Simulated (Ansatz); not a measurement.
## Electronic structure of C₂H₆ClFSi in real space

```xyz
11

C    -0.8877    1.8976   -1.5955
C    -0.2530    0.8382   -0.6648
Cl    2.3598   -0.7306    0.4548
F     2.0800    0.5109   -2.2905
Si    1.6213    0.8088   -0.7433
H    -0.6128    1.7157   -2.6538
H    -0.5513    2.9227   -1.3360
H    -1.9941    1.8849   -1.5270
H    -0.6125   -0.1824   -0.9171
H    -0.5424    1.0102    0.3949
H     2.2694    2.0885   -0.3320
```

Geometry: BLYP-D3(BJ)/def2-SVP.

Computed with isolated molecule in a Gaussian basis; Kohn-Sham density functional theory, functional PBE0 (Ansatz 0.2.0).

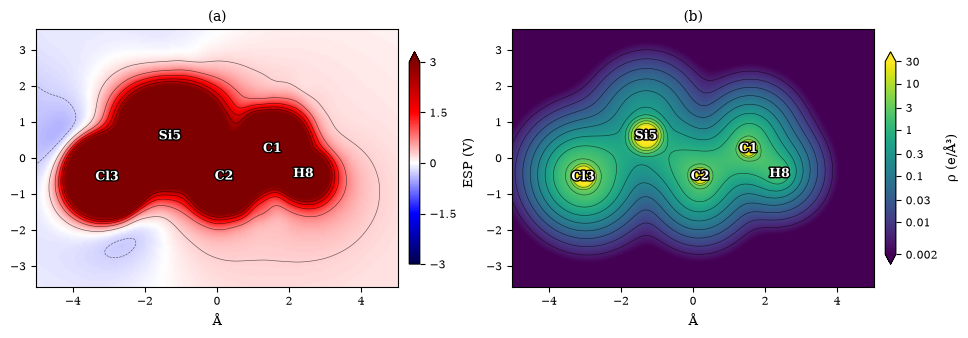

Figure 1. (a) molecular electrostatic potential; (b) electron density on the plane of atoms C1, C2 and Si5.

Question: Interpret the plot.

Answer:
- The section cuts through C, Cl, Si and H sites.
- C–C (1.55 Å): ρ is about 1.6 e/Å³ halfway.
- C–Si (1.88 Å): ρ is about 0.99 e/Å³ halfway.
- Si–Cl (2.09 Å): the density is about 0.87 e/Å³ at the midpoint.
- C–H (1.11 Å): ρ at the midpoint is about 2 e/Å³.
- Outside the dense part of the molecule the potential is most negative (−0.4 V) near Cl3.

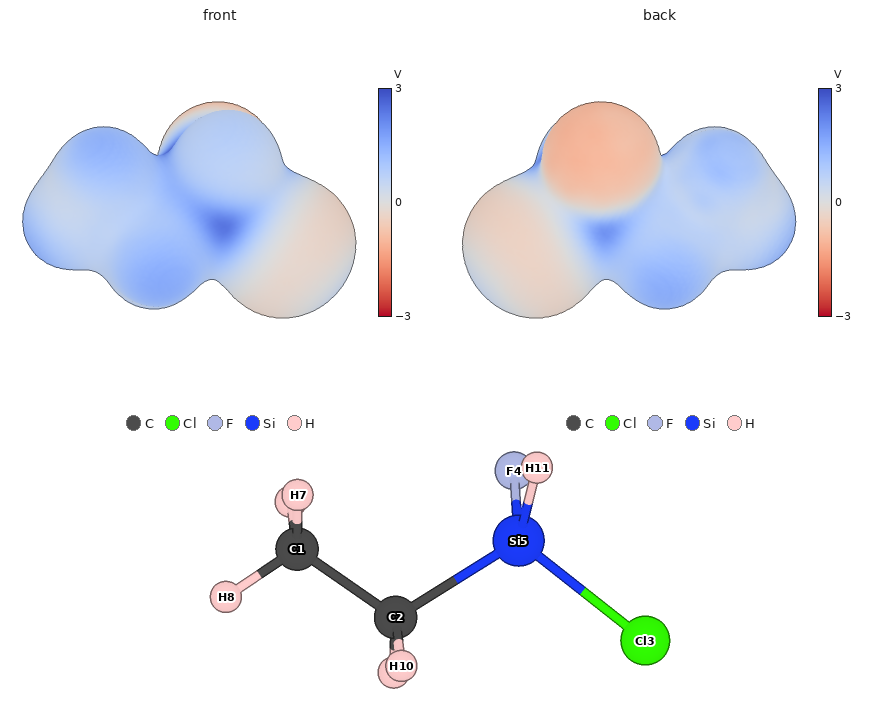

Figure 2. The electrostatic potential painted on the density surface at 0.004 e/bohr³, seen from the front and from behind; the colour scale runs from red (negative) to blue (positive). The bare structure is drawn below in the same view.

Question: Which sites attract a positive test charge, and which a negative one?

Answer: A positive charge is drawn to the negative regions and a negative charge to the positive ones. The most negative region (about −1.0 V) lies over F4, the most positive (about +2.3 V) over Si5. Cl3 shows a σ-hole: about +0.4 V at the tip opposite its bond, against about −0.3 V on its flanks.

Question: How polar is the molecule by this calculation?

Answer: Its dipole moment is 2.40 D.

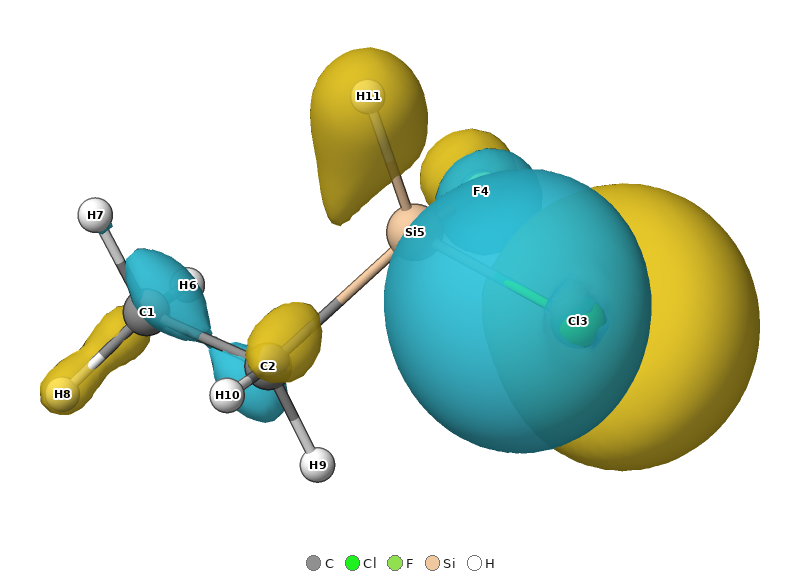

Figure 3. The HOMO−1 at ±0.08 Å⁻³ᐟ² (yellow and cyan are the two phases), seen at a tilt.

Question: Describe this orbital and give its energy.

Answer: Its weight (Hirshfeld) is mainly on Cl3 (about 85 %); largely a lone pair of Cl3. Its energy is −9.49 eV.

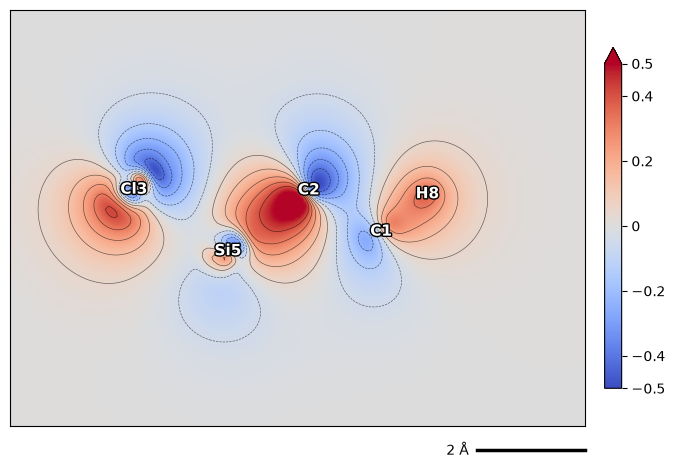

Figure 4. The HOMO on the plane of atoms C2, Si5 and Cl3 (values in Å⁻³ᐟ²; the overall sign is arbitrary).

Question: Where does this orbital lie, and at what energy?

Answer: It lies mainly on Cl3 (about 30 %), C2 (about 25 %), Si5 (about 15 %), H11 (about 10 %) and C1 (about 5 %). Its energy is −8.73 eV.
